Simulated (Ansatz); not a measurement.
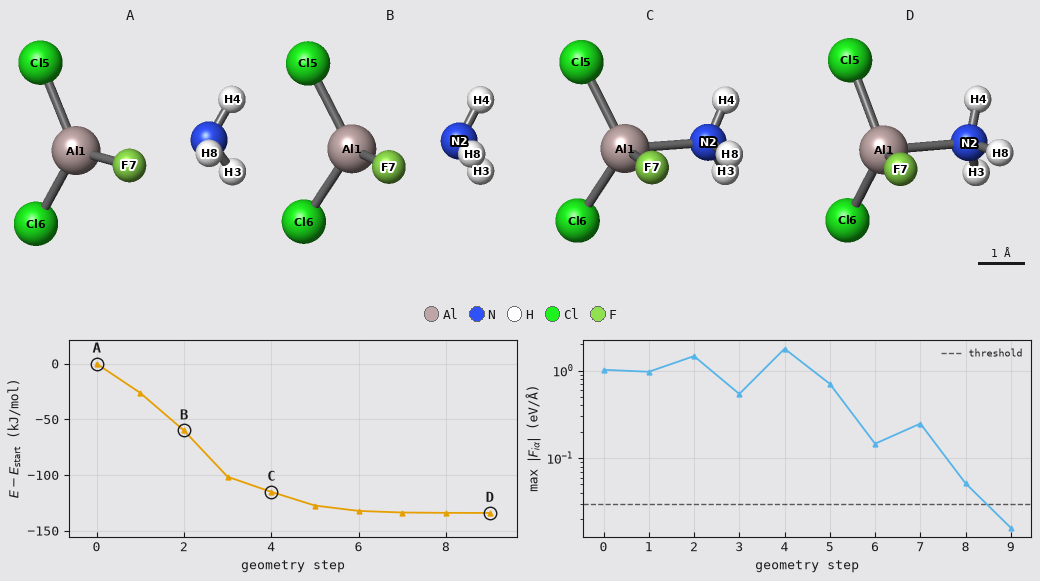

Frames of a relaxation of AlNH$_{3}$Cl$_{2}$F, marked on the history of the run. The picture is a ball-and-stick view, seen at a tilt.

The run prepares an end point of a later path (reaction) calculation, from a guessed geometry.

These are results of RKS PBE0-D4/def2-SVP in Ansatz, not measurements. Settings: no spin polarisation; force threshold 0.03 eV/Å; at most 50 steps.

Describe the path.

Answer. The energy falls by 134.0 kJ/mol in 9 geometry steps. The largest force component goes from 1 to 0.016 eV/Å. The atom that moves furthest after the best rigid fit is H3 (0.79 Å). Largest moves by element: H 0.79 Å, Cl 0.75 Å, Al 0.61 Å, N 0.51 Å, F 0.41 Å. Near-neighbour distances that change, for instance: Al1–N2 3.093 → 2.007 Å, Al1–Cl5 2.077 → 2.116 Å, N2–H8 1.038 → 1.022 Å, Al1–F7 1.679 → 1.673 Å. New bonds form, among them: Al1–N2 (3.09 → 2.01 Å). Among the angles between lasting bonds that change: Cl5–Al1–Cl6 121.7° → 117.6°, Cl5–Al1–F7 118.8° → 116.3°, Cl6–Al1–F7 118.4° → 116.3°. The run took 17 s on 2 threads of Intel(R) Xeon(R) 6975P-C (Granite Rapids) (shared host), peak memory 0.22 GiB. From step 0 to 2: Al1 moves most (0.39 Å), energy −60.0 kJ/mol. From step 2 to 4: H atoms move most (0.34 Å), energy −55.1 kJ/mol. From step 4 to 9: F7 moves most (0.29 Å), energy −18.9 kJ/mol.
